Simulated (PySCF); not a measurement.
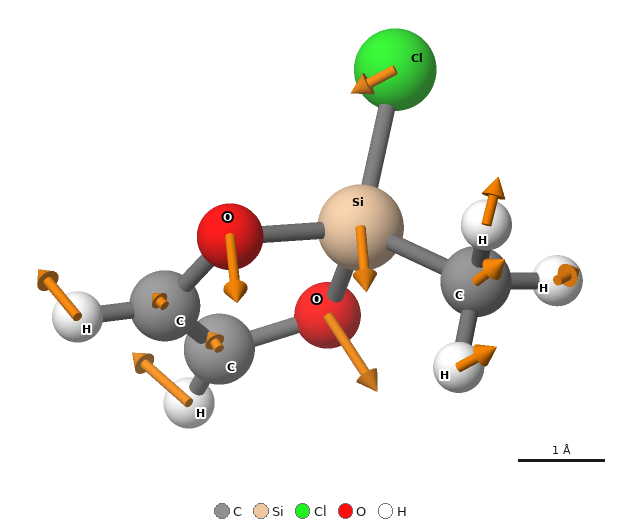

A relaxation of C3H5ClO2Si. The starting structure is drawn; orange arrows show the displacements, magnified 10 times. The two geometries are superimposed by the best rigid fit.

A ball-and-stick model, seen at a tilt.

The start comes from GFN2-xTB. Its atoms were then displaced at random by about 0.01 Å.

Computed with PBE0-D3(BJ)/def2-SVP geometry optimisation, gas phase (PySCF). 

What happened in the run?

Answer. Over 6 geometry steps the energy falls by 3.43 kcal/mol. The largest moves after the best rigid fit, 0.11 Å, are those of O atoms. By element the largest moves are O 0.11 Å, H 0.11 Å, Si 0.09 Å, Cl 0.06 Å, C 0.05 Å. Some distances before and after: Cl–Si 2.007 → 2.058 Å, C–O 1.336 → 1.375 Å, C–H 1.057 → 1.089 Å, C–H 1.075 → 1.100 Å. Among the angles between lasting bonds that change: Si–O–C 110.4° → 107.3°, H–C–H 105.1° → 108.1°, Si–C–H 113.0° → 110.1°.
